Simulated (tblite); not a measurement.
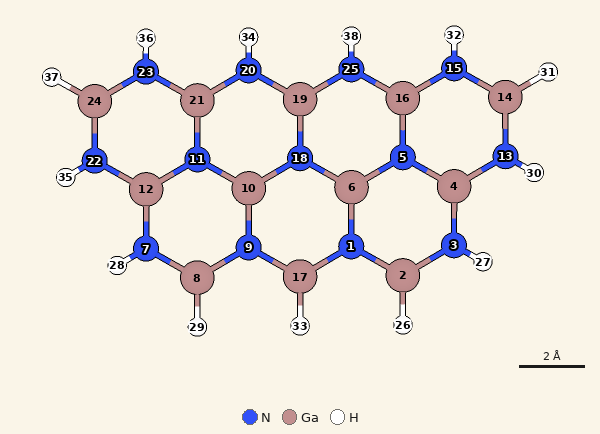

The input geometry (ball-and-stick view, seen on its broad side; atoms are numbered from 1 in the order of the input). Sticks mark near contacts. Bond lengths as drawn: Ga–H 1.55 Å, Ga–N 1.84 to 1.86 Å and H–N 1.04 to 1.05 Å.

**Geometry relaxation, with input and output: Ga$_{12}$N$_{13}$H$_{13}$**

System: Ga$_{12}$N$_{13}$H$_{13}$.
Method: GFN2-xTB geometry optimisation, gas phase (tblite 0.8.0).

### What the program printed
```
step      E/eV     max force
  0   -1610.32425    1.054
  1   -1610.41100    0.253
  2   -1610.42351    0.239
  3   -1610.44019    0.141
  4   -1610.44510    0.149
  5   -1610.45506    0.151
  6   -1610.45901    0.149
  7   -1610.46301    0.153
  8   -1610.46576    0.103
  9   -1610.46781    0.095
 10   -1610.46899    0.088
 11   -1610.46984    0.056
 12   -1610.47045    0.049
 13   -1610.47087    0.038
 14   -1610.47113    0.028
 15   -1610.47128    0.025
 16   -1610.47140    0.026
 17   -1610.47152    0.025
 18   -1610.47165    0.024
 19   -1610.47177    0.021
 20   -1610.47185    0.019
```

### Trajectory as extended XYZ (Å, eV, eV/Å), 6 of the 21 frames kept, from step=0 to step=20
```
38
Properties=species:S:1:pos:R:3:forces:R:3 step=0 energy=-1610.32425
N    -1.5972    2.5516   -0.0016   -0.1350   0.1250  -0.0050
Ga   -3.2075    3.4810   -0.0069    0.0320  -0.1420   0.0130
N    -4.8012    2.5511    0.0010   -0.6190   0.6950  -0.0070
Ga   -4.8071    0.7078   -0.0062   -0.1430  -0.1310   0.0160
N    -3.2053   -0.2228    0.0034   -0.0590   0.0280  -0.0040
Ga   -1.6054    0.7029   -0.0026    0.0800  -0.0940   0.0060
N     4.8065    2.5551   -0.0033    0.3700   0.4720   0.0050
Ga    3.2077    3.4811    0.0015    0.0760  -0.1190  -0.0040
N     1.6048    2.5513   -0.0004   -0.0120   0.1190   0.0040
Ga    1.5993    0.7026    0.0016   -0.0020  -0.0750  -0.0040
N     3.2022   -0.2228   -0.0021    0.0030   0.0460   0.0020
Ga    4.8039    0.7014    0.0000    0.1570   0.0660  -0.0010
N    -6.4120   -0.2209    0.0050   -0.4180   0.0500  -0.0060
Ga   -6.4064   -2.0722   -0.0027   -0.0170   0.0900   0.0080
N    -4.8086   -2.9915    0.0002   -0.1630  -0.7210  -0.0010
Ga   -3.2062   -2.0710    0.0063    0.1570  -0.1580  -0.0110
Ga    0.0004    3.4803    0.0009    0.0650  -0.3440  -0.0040
N    -0.0011   -0.2250   -0.0010   -0.0320   0.0620   0.0010
Ga   -0.0006   -2.0698    0.0025    0.0430  -0.1960  -0.0030
N     1.6049   -2.9957    0.0027   -0.0700  -0.6900   0.0000
Ga    3.2020   -2.0678    0.0015   -0.0520  -0.2210   0.0000
N     6.4077   -0.2201   -0.0002    0.6220   0.0570  -0.0020
N     4.8098   -2.9920    0.0066    0.0640  -0.6670  -0.0080
Ga    6.4044   -2.0759   -0.0015    0.0770   0.1560   0.0000
N    -1.6016   -2.9940    0.0009   -0.0210  -0.6400  -0.0010
H    -3.2104    5.0275    0.0025    0.0340   0.0640  -0.0040
H    -5.7064    3.0757   -0.0007    0.8800  -0.5790  -0.0020
H     5.7065    3.0740    0.0012   -0.6880  -0.4710  -0.0030
H     3.2049    5.0288   -0.0020   -0.0340   0.0530   0.0010
H    -7.3082    0.2988    0.0034    0.6440  -0.3220  -0.0020
H    -7.7473   -2.8460   -0.0011   -0.0130  -0.0080  -0.0020
H    -4.8083   -4.0353    0.0002    0.0550   0.9650   0.0010
H    -0.0010    5.0285   -0.0019    0.0000   0.1250   0.0010
H     1.6042   -4.0379    0.0037   -0.0060   0.9820   0.0000
H     7.3105    0.3002   -0.0033   -0.8170  -0.4110   0.0020
H     4.8069   -4.0344   -0.0029   -0.0560   0.9210   0.0080
H     7.7501   -2.8465   -0.0041   -0.0090   0.0020   0.0000
H    -1.6012   -4.0341   -0.0026    0.0060   0.9140   0.0050
38
Properties=species:S:1:pos:R:3:forces:R:3 step=4 energy=-1610.44510
N    -1.6074    2.5545   -0.0021    0.0060  -0.0770  -0.0030
Ga   -3.2077    3.4761   -0.0055    0.0710   0.1110   0.0090
N    -4.7954    2.5644    0.0003    0.0150  -0.1200  -0.0040
Ga   -4.8187    0.7062   -0.0044    0.0900  -0.0150   0.0120
N    -3.2112   -0.2248    0.0030   -0.0250  -0.0380  -0.0030
Ga   -1.6030    0.6982   -0.0020   -0.0510  -0.0260   0.0040
N     4.7973    2.5634   -0.0031   -0.0180  -0.0930   0.0010
Ga    3.2107    3.4772    0.0010   -0.1030   0.0940  -0.0030
N     1.6089    2.5544    0.0000    0.0340  -0.0730   0.0030
Ga    1.6002    0.6987    0.0011    0.0390  -0.0330  -0.0030
N     3.2075   -0.2240   -0.0018    0.0590  -0.0470   0.0020
Ga    4.8173    0.7069   -0.0002   -0.0940  -0.0600  -0.0010
N    -6.4111   -0.2357    0.0044    0.0660  -0.0130  -0.0040
Ga   -6.4085   -2.0704   -0.0018   -0.0910  -0.0820   0.0050
N    -4.8188   -2.9877    0.0001    0.0390   0.0820   0.0000
Ga   -3.2004   -2.0833    0.0051   -0.0610   0.1260  -0.0080
Ga    0.0021    3.4587    0.0004   -0.0300   0.0210  -0.0030
N    -0.0018   -0.2286   -0.0009    0.0150  -0.0610   0.0010
Ga    0.0011   -2.0826    0.0022   -0.0210   0.1410  -0.0020
N     1.5998   -2.9934    0.0026    0.0140   0.0530   0.0000
Ga    3.2002   -2.0837    0.0016    0.0340   0.1450   0.0000
N     6.4104   -0.2373   -0.0002   -0.0890   0.0140   0.0000
N     4.8169   -2.9872    0.0063    0.0040   0.0800  -0.0010
Ga    6.4093   -2.0704   -0.0015    0.0660  -0.1130   0.0000
N    -1.6003   -2.9916    0.0011    0.0150   0.0470   0.0010
H    -3.2061    5.0300    0.0021    0.0310  -0.0230  -0.0030
H    -5.6843    3.0572   -0.0010    0.0270  -0.0240  -0.0020
H     5.6862    3.0560    0.0012   -0.0230  -0.0250   0.0000
H     3.2012    5.0307   -0.0018   -0.0220  -0.0200   0.0010
H    -7.2830    0.2883    0.0031    0.0410  -0.0250  -0.0020
H    -7.7481   -2.8463   -0.0014   -0.0050  -0.0010  -0.0010
H    -4.8038   -4.0052    0.0003    0.0060   0.0660   0.0000
H    -0.0008    5.0322   -0.0017    0.0030  -0.0970   0.0010
H     1.6030   -4.0083    0.0037   -0.0170   0.0170   0.0010
H     7.2813    0.2880   -0.0032   -0.0310  -0.0200   0.0000
H     4.8021   -4.0048   -0.0027   -0.0050   0.0700   0.0010
H     7.7492   -2.8461   -0.0041    0.0020  -0.0010   0.0000
H    -1.6004   -4.0065   -0.0023    0.0080   0.0190   0.0020
38
Properties=species:S:1:pos:R:3:forces:R:3 step=8 energy=-1610.46576
N    -1.6098    2.5410   -0.0031    0.0190  -0.0080   0.0000
Ga   -3.1974    3.4859   -0.0026    0.0080  -0.0780   0.0030
N    -4.7793    2.5511   -0.0011    0.0400   0.0260  -0.0010
Ga   -4.8080    0.6994   -0.0007   -0.0090  -0.0030   0.0030
N    -3.2139   -0.2278    0.0021    0.0750   0.0400   0.0000
Ga   -1.6091    0.6872   -0.0007    0.0500   0.0330   0.0000
N     4.7800    2.5516   -0.0027   -0.0370   0.0120   0.0000
Ga    3.1979    3.4860    0.0001    0.0000  -0.0710  -0.0010
N     1.6108    2.5414    0.0008   -0.0370  -0.0140   0.0010
Ga    1.6085    0.6873    0.0002   -0.0430   0.0350  -0.0010
N     3.2138   -0.2280   -0.0014   -0.0920   0.0480   0.0000
Ga    4.8069    0.6987   -0.0005    0.0110   0.0220   0.0000
N    -6.3942   -0.2485    0.0033   -0.0010   0.0030  -0.0010
Ga   -6.4234   -2.0818   -0.0001    0.0190   0.0370   0.0010
N    -4.8190   -2.9646    0.0000   -0.0100  -0.0100   0.0000
Ga   -3.2042   -2.0692    0.0025    0.0280  -0.0310  -0.0030
Ga   -0.0001    3.4447   -0.0006    0.0110  -0.0690  -0.0010
N    -0.0002   -0.2282   -0.0006   -0.0010   0.0950   0.0010
Ga   -0.0002   -2.0682    0.0015    0.0100  -0.0120  -0.0010
N     1.6016   -2.9749    0.0025    0.0020   0.0220  -0.0010
Ga    3.2039   -2.0686    0.0017   -0.0190  -0.0470   0.0000
N     6.3922   -0.2488   -0.0002    0.0130  -0.0080   0.0000
N     4.8196   -2.9643    0.0060   -0.0170  -0.0110  -0.0010
Ga    6.4229   -2.0825   -0.0014   -0.0090   0.0510   0.0000
N    -1.6012   -2.9745    0.0014   -0.0130   0.0200   0.0010
H    -3.1957    5.0325    0.0011    0.0300   0.0380  -0.0010
H    -5.6690    3.0426   -0.0016    0.0140  -0.0190   0.0000
H     5.6711    3.0408    0.0013   -0.0230  -0.0180   0.0000
H     3.1930    5.0328   -0.0015   -0.0270   0.0360   0.0010
H    -7.2629    0.2792    0.0025    0.0010   0.0120  -0.0010
H    -7.7563   -2.8507   -0.0018   -0.0690  -0.0430   0.0000
H    -4.7987   -3.9802    0.0004    0.0220  -0.0250   0.0000
H    -0.0003    5.0130   -0.0014    0.0000  -0.0380   0.0000
H     1.5986   -3.9900    0.0039    0.0000   0.0210   0.0010
H     7.2608    0.2789   -0.0032    0.0010   0.0130   0.0000
H     4.7972   -3.9798   -0.0024   -0.0190  -0.0290   0.0010
H     7.7559   -2.8503   -0.0042    0.0720  -0.0440   0.0000
H    -1.5980   -3.9894   -0.0017    0.0000   0.0150   0.0010
38
Properties=species:S:1:pos:R:3:forces:R:3 step=12 energy=-1610.47045
N    -1.6070    2.5366   -0.0033   -0.0020   0.0250   0.0010
Ga   -3.1915    3.4816   -0.0014    0.0060   0.0350   0.0000
N    -4.7714    2.5490   -0.0016    0.0020  -0.0040   0.0000
Ga   -4.8033    0.6970    0.0007    0.0190  -0.0060   0.0000
N    -3.2042   -0.2238    0.0019   -0.0020  -0.0060   0.0000
Ga   -1.6037    0.6902   -0.0003    0.0010   0.0060  -0.0010
N     4.7718    2.5490   -0.0025   -0.0050   0.0010   0.0000
Ga    3.1918    3.4817   -0.0003   -0.0080   0.0330   0.0000
N     1.6070    2.5365    0.0012    0.0080   0.0290   0.0000
Ga    1.6038    0.6904   -0.0001   -0.0040   0.0050   0.0000
N     3.2036   -0.2237   -0.0012    0.0070  -0.0090   0.0000
Ga    4.8024    0.6976   -0.0005   -0.0180  -0.0180   0.0000
N    -6.3906   -0.2492    0.0028   -0.0090   0.0050   0.0000
Ga   -6.4274   -2.0824    0.0005   -0.0220  -0.0230   0.0000
N    -4.8193   -2.9619   -0.0001   -0.0060  -0.0160   0.0000
Ga   -3.2032   -2.0667    0.0014   -0.0080   0.0080  -0.0010
Ga    0.0001    3.4337   -0.0011   -0.0020   0.0160   0.0000
N     0.0003   -0.2186   -0.0004   -0.0040  -0.0390   0.0000
Ga    0.0002   -2.0613    0.0012   -0.0050   0.0170   0.0000
N     1.6012   -2.9682    0.0023   -0.0210   0.0010  -0.0010
Ga    3.2030   -2.0669    0.0018    0.0050   0.0160   0.0000
N     6.3893   -0.2495   -0.0002    0.0080   0.0100   0.0000
N     4.8185   -2.9621    0.0058    0.0160  -0.0170  -0.0010
Ga    6.4270   -2.0825   -0.0013    0.0180  -0.0280   0.0000
N    -1.6012   -2.9684    0.0017    0.0220   0.0030   0.0000
H    -3.1874    5.0356    0.0007    0.0290  -0.0390   0.0000
H    -5.6628    3.0366   -0.0018    0.0080   0.0010   0.0000
H     5.6640    3.0351    0.0013   -0.0090   0.0050   0.0000
H     3.1859    5.0356   -0.0013   -0.0270  -0.0390   0.0000
H    -7.2585    0.2796    0.0022    0.0000   0.0190   0.0000
H    -7.7671   -2.8574   -0.0019    0.0150   0.0090   0.0000
H    -4.7940   -3.9779    0.0005    0.0120  -0.0100   0.0000
H    -0.0001    4.9999   -0.0013    0.0000  -0.0220   0.0000
H     1.5972   -3.9829    0.0041   -0.0060   0.0050   0.0000
H     7.2570    0.2796   -0.0032    0.0030   0.0190   0.0000
H     4.7930   -3.9781   -0.0022   -0.0120  -0.0100   0.0010
H     7.7669   -2.8572   -0.0043   -0.0160   0.0090   0.0000
H    -1.5973   -3.9831   -0.0014    0.0060   0.0080   0.0000
38
Properties=species:S:1:pos:R:3:forces:R:3 step=16 energy=-1610.47140
N    -1.6068    2.5388   -0.0033   -0.0010  -0.0060   0.0010
Ga   -3.1900    3.4834   -0.0011   -0.0030  -0.0130   0.0000
N    -4.7684    2.5484   -0.0017    0.0020  -0.0050   0.0000
Ga   -4.8008    0.6957    0.0010   -0.0080  -0.0010  -0.0010
N    -3.2016   -0.2236    0.0019   -0.0030  -0.0060   0.0000
Ga   -1.6022    0.6921   -0.0003   -0.0060   0.0040   0.0000
N     4.7685    2.5485   -0.0025   -0.0010  -0.0080   0.0000
Ga    3.1902    3.4836   -0.0005    0.0030  -0.0130   0.0000
N     1.6070    2.5390    0.0012    0.0010  -0.0080   0.0000
Ga    1.6020    0.6922   -0.0001    0.0050   0.0030   0.0000
N     3.2013   -0.2236   -0.0012    0.0020  -0.0040   0.0000
Ga    4.8001    0.6957   -0.0005    0.0080   0.0020   0.0000
N    -6.3908   -0.2493    0.0027    0.0030  -0.0030   0.0000
Ga   -6.4301   -2.0844    0.0006    0.0120   0.0080   0.0000
N    -4.8204   -2.9634   -0.0001    0.0030  -0.0020   0.0000
Ga   -3.2037   -2.0663    0.0009   -0.0050  -0.0060   0.0000
Ga    0.0000    3.4328   -0.0012    0.0000   0.0040   0.0000
N    -0.0001   -0.2196   -0.0003    0.0010   0.0150   0.0000
Ga   -0.0002   -2.0589    0.0011    0.0010  -0.0070   0.0000
N     1.5992   -2.9660    0.0020    0.0140   0.0010  -0.0010
Ga    3.2035   -2.0661    0.0018    0.0050  -0.0100   0.0000
N     6.3899   -0.2494   -0.0002   -0.0010  -0.0050   0.0000
N     4.8200   -2.9637    0.0056   -0.0050  -0.0010  -0.0010
Ga    6.4295   -2.0846   -0.0013   -0.0100   0.0100   0.0000
N    -1.5994   -2.9660    0.0018   -0.0140   0.0010   0.0000
H    -3.1804    5.0321    0.0005    0.0230   0.0120   0.0000
H    -5.6602    3.0353   -0.0018    0.0040   0.0020   0.0000
H     5.6608    3.0345    0.0012   -0.0060   0.0030   0.0000
H     3.1794    5.0321   -0.0012   -0.0210   0.0130   0.0000
H    -7.2571    0.2829    0.0021    0.0090   0.0070   0.0000
H    -7.7683   -2.8582   -0.0019   -0.0020  -0.0010   0.0000
H    -4.7909   -3.9794    0.0005    0.0040  -0.0040   0.0000
H    -0.0001    4.9948   -0.0013    0.0000   0.0190   0.0000
H     1.5957   -3.9805    0.0042   -0.0090  -0.0010   0.0010
H     7.2561    0.2829   -0.0032   -0.0080   0.0070   0.0000
H     4.7901   -3.9797   -0.0020   -0.0040  -0.0040   0.0010
H     7.7679   -2.8580   -0.0043    0.0010   0.0000   0.0000
H    -1.5958   -3.9806   -0.0013    0.0090  -0.0020   0.0000
38
Properties=species:S:1:pos:R:3:forces:R:3 step=20 energy=-1610.47185
N    -1.6066    2.5391   -0.0031    0.0070  -0.0070   0.0000
Ga   -3.1897    3.4826   -0.0010    0.0120   0.0060   0.0000
N    -4.7669    2.5469   -0.0017   -0.0040   0.0010   0.0000
Ga   -4.8004    0.6942    0.0010    0.0020   0.0050   0.0000
N    -3.2017   -0.2249    0.0020   -0.0020   0.0020   0.0000
Ga   -1.6033    0.6929   -0.0005    0.0050  -0.0060   0.0000
N     4.7669    2.5467   -0.0024    0.0030   0.0040   0.0000
Ga    3.1898    3.4828   -0.0005   -0.0140   0.0030   0.0000
N     1.6067    2.5391    0.0013   -0.0060  -0.0070   0.0000
Ga    1.6027    0.6929    0.0000   -0.0040  -0.0050   0.0000
N     3.2011   -0.2249   -0.0013    0.0040   0.0000   0.0000
Ga    4.8000    0.6942   -0.0004   -0.0030   0.0020   0.0000
N    -6.3904   -0.2495    0.0027    0.0050   0.0030   0.0000
Ga   -6.4293   -2.0845    0.0005   -0.0030  -0.0040   0.0000
N    -4.8205   -2.9655   -0.0002   -0.0010  -0.0020   0.0000
Ga   -3.2054   -2.0671    0.0007    0.0040  -0.0020   0.0000
Ga    0.0001    3.4344   -0.0013    0.0000  -0.0020   0.0000
N    -0.0003   -0.2176   -0.0003    0.0000  -0.0080   0.0000
Ga   -0.0002   -2.0584    0.0010    0.0000   0.0150   0.0000
N     1.6006   -2.9650    0.0016   -0.0170  -0.0030  -0.0010
Ga    3.2051   -2.0673    0.0018   -0.0060   0.0000   0.0000
N     6.3901   -0.2497   -0.0002   -0.0060   0.0060   0.0000
N     4.8201   -2.9658    0.0052    0.0030  -0.0010  -0.0010
Ga    6.4288   -2.0845   -0.0012    0.0010  -0.0060   0.0000
N    -1.6011   -2.9650    0.0020    0.0180  -0.0030   0.0000
H    -3.1699    5.0322    0.0004    0.0090   0.0020   0.0000
H    -5.6577    3.0354   -0.0017   -0.0040   0.0010   0.0000
H     5.6575    3.0353    0.0011    0.0050   0.0000   0.0000
H     3.1695    5.0324   -0.0011   -0.0090   0.0020   0.0000
H    -7.2541    0.2867    0.0020    0.0010  -0.0040   0.0000
H    -7.7684   -2.8582   -0.0018    0.0060   0.0040   0.0000
H    -4.7881   -3.9814    0.0006   -0.0050   0.0000   0.0000
H    -0.0001    4.9970   -0.0013    0.0000   0.0110   0.0000
H     1.5924   -3.9796    0.0044    0.0010  -0.0030   0.0010
H     7.2537    0.2866   -0.0031    0.0000  -0.0050   0.0000
H     4.7876   -3.9817   -0.0017    0.0050   0.0010   0.0010
H     7.7680   -2.8579   -0.0043   -0.0040   0.0030   0.0000
H    -1.5926   -3.9795   -0.0013   -0.0020  -0.0030   0.0000
```

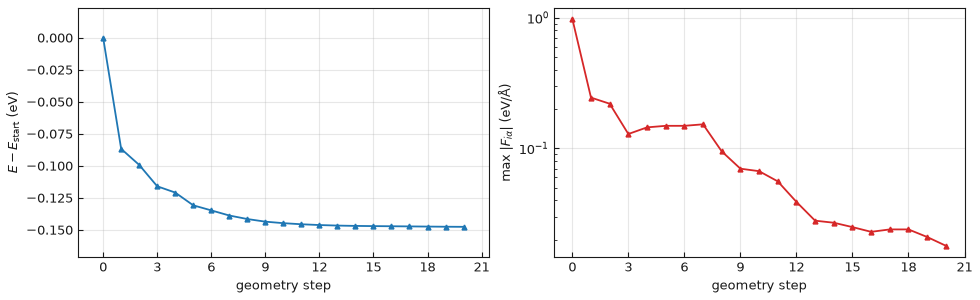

Progress of the relaxation, step by step (steps are counted from 0).

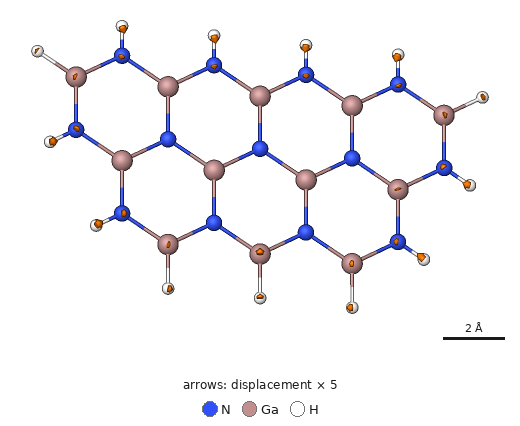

The starting structure with the displacements as orange arrows, magnified 5 times (ball-and-stick view, seen at an oblique angle). The two geometries are laid on each other by the best rigid fit. H27 moves most after the best rigid fit: 0.063 Å. By element the largest moves are H 0.063 Å, Ga 0.046 Å, N 0.040 Å. Distances before and after: N3–H27 1.046 → 1.016 Å, N20–H34 1.042 → 1.015 Å, N13–H30 1.036 → 1.017 Å, N1–Ga2 1.859 → 1.843 Å. Among the angles that change: N13–Ga14–N15 120.1° → 117.5°, N22–Ga24–N23 120.0° → 117.5°, Ga4–N13–H30 119.8° → 117.5°. After 20 geometry steps the energy has fallen by 0.148 eV. The largest force component goes from 0.98 to 0.018 eV/Å. (Atoms are counted from 1 in the order of the input.)

The run was set up as follows.

### Input file
```
{"job": {"kind": "relax", "xc": "GFN2-xTB", "basis": "xTB"}, "charge": 0, "multiplicity": 1}
N     -1.597200     2.551600    -0.001600
Ga    -3.207500     3.481000    -0.006900
N     -4.801200     2.551100     0.001000
Ga    -4.807100     0.707800    -0.006200
N     -3.205300    -0.222800     0.003400
Ga    -1.605400     0.702900    -0.002600
N      4.806500     2.555100    -0.003300
Ga     3.207700     3.481100     0.001500
N      1.604800     2.551300    -0.000400
Ga     1.599300     0.702600     0.001600
N      3.202200    -0.222800    -0.002100
Ga     4.803900     0.701400    -0.000000
N     -6.412000    -0.220900     0.005000
Ga    -6.406400    -2.072200    -0.002700
N     -4.808600    -2.991500     0.000200
Ga    -3.206200    -2.071000     0.006300
Ga     0.000400     3.480300     0.000900
N     -0.001100    -0.225000    -0.001000
Ga    -0.000600    -2.069800     0.002500
N      1.604900    -2.995700     0.002700
Ga     3.202000    -2.067800     0.001500
N      6.407700    -0.220100    -0.000200
N      4.809800    -2.992000     0.006600
Ga     6.404400    -2.075900    -0.001500
N     -1.601600    -2.994000     0.000900
H     -3.210400     5.027500     0.002500
H     -5.706400     3.075700    -0.000700
H      5.706500     3.074000     0.001200
H      3.204900     5.028800    -0.002000
H     -7.308200     0.298800     0.003400
H     -7.747300    -2.846000    -0.001100
H     -4.808300    -4.035300     0.000200
H     -0.001000     5.028500    -0.001900
H      1.604200    -4.037900     0.003700
H      7.310500     0.300200    -0.003300
H      4.806900    -4.034400    -0.002900
H      7.750100    -2.846500    -0.004100
H     -1.601200    -4.034100    -0.002600
```

The first line tells a small driver script what to run in tblite; the rest is the geometry in Å.

Command:
```bash
OMP_NUM_THREADS=2 python <driver script> task.json out
```

### Key numbers

| quantity | value |
| --- | --- |
| outcome | converged |
| total energy | −1610.4718 eV |
| HOMO | −10.63 eV |
| LUMO | −8.34 eV |
| point group | C2v |
| dipole moment | 0.39 D |
| hardware | 2 CPU threads, shared host |
| wall time | 2.1 s (CPU time 2.7 s) |
| peak memory | 0.16 GiB |
